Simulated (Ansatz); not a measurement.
# WC, response to strain

The parent structure is WC (space group P-6m2, No. 187; relaxed with 0.1 eV smearing).

```yaml
crystal:
  lattice:
    - [2.91308, 0.00000, 0.00000]
    - [-1.45654, 2.52280, 0.00000]
    - [0.00000, 0.00000, 2.83585]
  atoms:
    - { symbol: W, position: [0.00000, 0.00000, 0.00000] }
    - { symbol: C, position: [0.66667, 0.33333, 0.50000] }
```

Cartesian axes are those of the cell as printed.

Strains are applied to the cell and any free atomic positions relax; under biaxial strain the out-of-plane vector relaxes too.

Computed with r2SCAN (Ansatz, a quantum-chemistry and plane-wave program, PAW, no spin-orbit coupling), earlier PAW set.

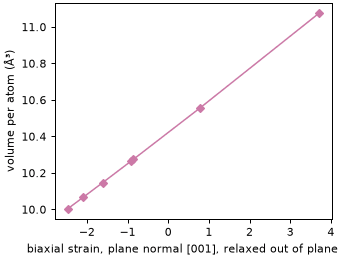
*Volume per atom against biaxial strain, plane normal [001], relaxed out of plane*

From the plot, what is the volume per atom for biaxial strain −2.47 %, plane normal [001], relaxed out of plane?

About 10.00 Å³.

Is the trend monotonic over the range shown?

Yes, it rises throughout, spanning 10.00 Å³ to 11.08 Å³.

Whether these cells are dynamically stable was not tested. The final runs are not spin-polarised.
